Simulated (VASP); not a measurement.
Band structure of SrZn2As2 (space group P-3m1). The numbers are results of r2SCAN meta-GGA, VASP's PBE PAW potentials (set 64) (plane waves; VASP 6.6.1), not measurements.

The path is coarsely sampled, so an indirect gap can come out somewhat too large.

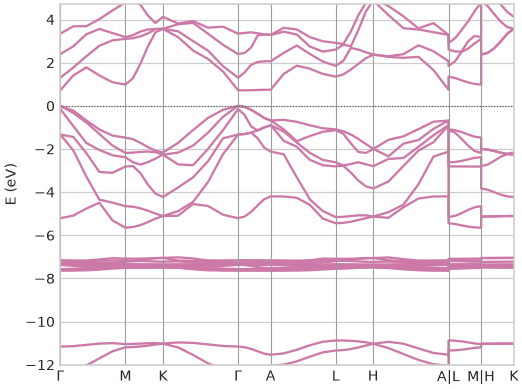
Figure. Bands along high-symmetry lines, zero at the valence-band maximum or, without a gap, the Fermi level

Task: Read the plot: is there a gap, and where are the band edges?

Result: The gap is indirect, 0.72 eV, from the valence maximum at Γ to the conduction minimum at Γ-A at 0.20.

The structure comes from a computed database's SrZn2As2 entry (P-3m1); how it stands against other phases isn't given here. It was relaxed first.
